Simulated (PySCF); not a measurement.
# SiB+: bond curves at several levels of theory

What are the lowest state that PBE0 finds, the bond length, vibrational wavenumber and bond energy of SiB+, and how much do these hang on the method?

Method: Si 6-31G(d,p), B 6-31G(d,p), no relativity; program: PySCF 2.14.0.

**1. Set-up**

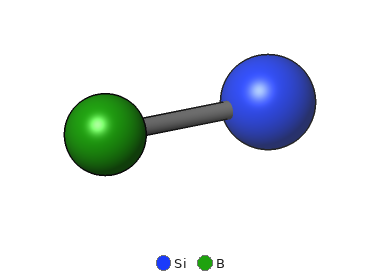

The two atoms at the starting distance (silicon blue, boron green).

The job is set up so:

| Quantity | Value |
| --- | --- |
| atoms | Si, B |
| charge | 1 |
| basis | Si 6-31G(d,p), B 6-31G(d,p) |
| Hamiltonian | no relativity |
| basis functions | 32 |
| electrons treated | 18 |
| masses in u | 27.9769, 11.0093 |
| levels | PBE0, PBE, r²SCAN, r²SCANh, TPSS, BLYP, ωB97X, HF, MP2, SCS-MP2, CCSD, CCSD(T) |
| grid | 80 radial by 434 angular points |
| occupations | held fixed by the projection of orbital angular momentum |
| dissociation limit | Si+ + B, each in its ground configuration |
| starting distance in angstrom | 2.030 |
| values of 2S to try | 0, 2 |

Launch:

```bash
$ OMP_NUM_THREADS=1 python dia.py task.json out
```

After this run come: PBE0 along the bond; Other states along the same grid; PBE; r²SCAN (meta-GGA); r²SCANh (hybrid meta-GGA); TPSS (meta-GGA); BLYP (GGA); ωB97X (range-separated hybrid); UHF; MP2 and coupled cluster.

What does the calculation give? Wanted: for each run, Re; ωe; De; μ.

As calculated:

Lowest PBE0 solution found, without spin–orbit coupling: ³Π (triplet), unpaired electrons σ ↑, π ↑. State 2 has its PBE0 minimum 0.16 eV higher. State 3 has its PBE0 minimum 0.18 eV higher, as a spin-mixed determinant (⟨S²⟩ = 1.02), so this is no gap between pure states. State 4 has its PBE0 minimum 0.46 eV higher, as a spin-mixed determinant (⟨S²⟩ = 1.00), so this is no gap between pure states. The other levels ran on the lowest alone.

| level | Re (Å) | ωe (cm⁻¹) | De (eV) | μ (D) |
| --- | --- | --- | --- | --- |
| UHF-CCSD | 2.121 | 489 | 2.24 | n/a |
| UHF-CCSD(T) | 2.120 | 515 | 2.34 | n/a |
| PBE | 2.143 | 513 | 3.04 | 0.63 |
| BLYP | 2.160 | 486 | 2.77 | 0.57 |
| TPSS | 2.130 | 519 | 2.83 | 0.77 |
| r²SCAN | 2.112 | 546 | 2.99 | 0.80 |
| r²SCANh | 2.103 | 553 | 2.91 | 0.82 |
| PBE0 | 2.108 | 542 | 2.84 | 0.75 |
| ωB97X | 2.079 | 568 | 2.58 | 0.86 |

De is counted to Si+ + B in their ground configurations. A positive dipole points from Si to B; in an ion it is taken about the centre of mass and does not tell which atom is negative. No constants: UHF (fits of two degrees disagree); UHF-MP2 (the points don't follow one smooth fit); UHF-SCS-MP2 (the points don't follow one smooth fit).

**Reading.** Bond lengths run from 2.079 Å (ωB97X) to 2.160 Å (BLYP). Of the levels with a De here, UHF-CCSD gives the least (2.24 eV) and PBE the most (3.04 eV).

Correlated steps freeze 6 core orbitals. T1 is 0.036 near the minimum (highest on the curve 0.053), which may point to more than one leading configuration.
